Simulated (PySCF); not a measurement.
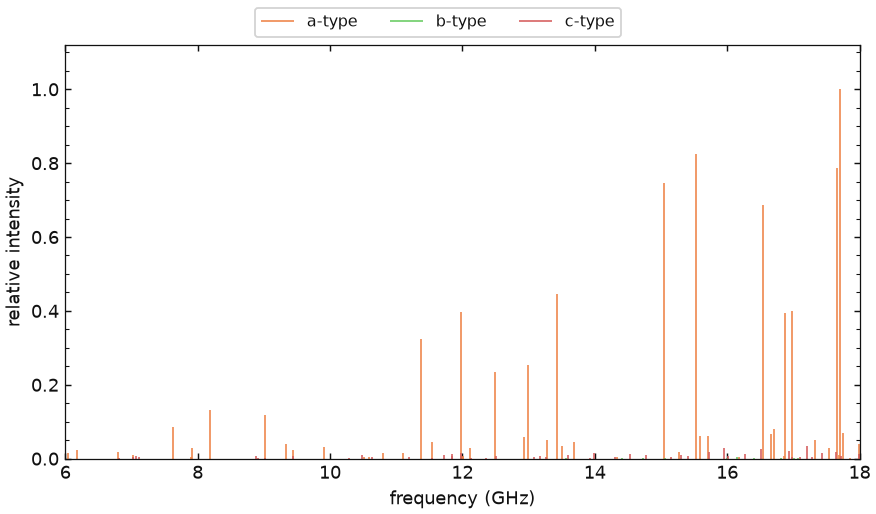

C₂H₇FSi₂, SMILES F[C@H]1C[SiH2][SiH2]1. Simulated rotational absorption lines between 6 and 18 GHz at 10 K: rigid rotor with the equilibrium constants and dipole of one optimised conformer (PBE0-D3(BJ)/def2-SVP, PySCF 2.14.0), commonest isotopes; no centrifugal distortion, hyperfine structure, internal rotation or nuclear-spin weights; lines within 1 MHz of each other are summed. Lines of different type are drawn apart.

> What are the rotational constants, and what kind of rotor is it?

Rotational constants A, B, C = 4.695, 2.426, 1.736 GHz; Ray's κ = −0.53, an asymmetric top on the prolate side.

> Assign the strongest lines, as J(Ka,Kc).

| GHz | upper | lower | type | relative intensity |
| --- | --- | --- | --- | --- |
| 17.70 | 4(1,3) | 3(1,2) | a | 1.00 |
| 15.52 | 4(0,4) | 3(0,3) | a | 0.82 |
| 17.66 | 4(2,2) | 3(2,1) | a | 0.79 |
| 15.04 | 4(1,4) | 3(1,3) | a | 0.75 |
| 16.54 | 4(2,3) | 3(2,2) | a | 0.69 |
| 13.43 | 3(1,2) | 2(1,1) | a | 0.44 |

Caveats: coarse grid, loose stop and no frequency check, small forces are noise and the end may be a saddle.
